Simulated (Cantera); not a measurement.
Charge: 1 mol Cr, a varied amount of N2O, equilibrated at 2277 °C and 120 Torr.

Method: chemical equilibrium by Gibbs-energy minimisation in Cantera with the NASA 1993 tables (ideal gas, pure condensed phases). Candidate condensed phases: Cr, CrN, Cr2N, Cr2O3; 14 gas species. Mutual solubility and eutectic melting of coexisting phases are not modelled. Equilibrium is a limit: real reactors are often held back by kinetics, nucleation or transport.

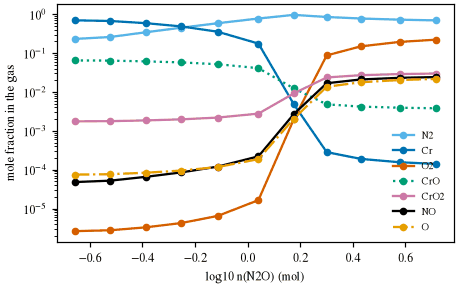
*Equilibrium gas composition (values under 1e-9 drawn at 1e-9)*

At 0.22 mol N2O the condensed part is Cr(l) + Cr2O3(s). From 0.3 mol N2O to 5.2 mol N2O the condensed part is Cr2O3(s). The main Cr-bearing gas is Cr at 0.22 mol N2O and CrO2 at 5.2 mol N2O. The share of Cr in condensed phases is highest at 1.5 mol N2O (95.9 %) and lowest at 0.3 mol N2O (14.8 %).
